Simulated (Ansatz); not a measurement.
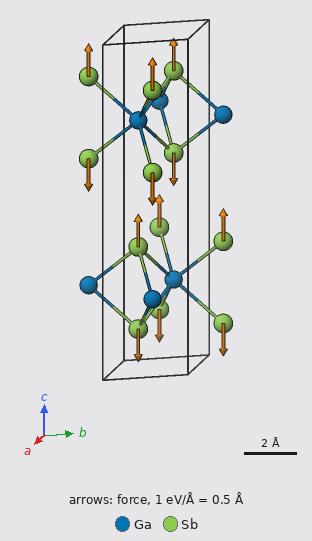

Starting geometry of a crystal of GaSb₂ (built on the 2H molybdenite_194 type) (coarse preliminary run) with the computed forces as orange arrows. Style: ball-and-stick. Shown: the cell of the calculation, slightly off an axis.

Case: 2H molybdenite type (P6_3/mmc, No. 194).

Computed with DFT PBE, scalar-relativistic, plane waves, PAW in Ansatz. Settings: plane-wave cutoff 420 eV; k-point mesh 6 × 6 × 2; occupations gaussian; smearing width 0.1 eV; no spin polarisation; cell and atoms relaxed; force threshold 0.04 eV/Å; at most 70 steps.

What follows when this structure is relaxed?

It isn't relaxed: the largest force vector, on Sb atoms, is 2.67 eV/Å. The atoms end up moving mostly along the starting forces (cosine between the two patterns 1.00). The largest moves relative to the cell, 0.41 Å, are those of Sb atoms. Ga stays in place. The drawn cell changes as follows: a = b 3.445 → 4.160 Å (+20.7 %), c 13.400 → 11.000 Å (−17.9 %); the volume changes by +19.7 %. Among the contacts that change: Sb–Sb 3.954 → 3.115 Å, Ga–Sb 2.579 → 2.976 Å. New bonds form: Sb–Sb (3.95 → 3.11 Å). Among the angles between lasting bonds that change: Sb–Ga–Sb 79.1° → 72.4°, Ga–Sb–Ga 83.8° → 88.7°, Sb–Ga–Sb 83.8° → 88.7°. The space group stays P6_3/mmc (No. 194). After 11 accepted moves (16 points after the start) the energy has fallen by 3.084 eV per cell of the calculation. The largest force component goes from 2.7 to 0.003 eV/Å. Pressure: 20.67 GPa at the start and −0.04 GPa at the end. The line search rejected the trial steps at points 6, 12, 14 of the run. The SCF was repeated twice at an unchanged geometry on a basis and grid sized afresh for the cell, which shifted the energy by 87.7 meV per cell of the calculation at most.
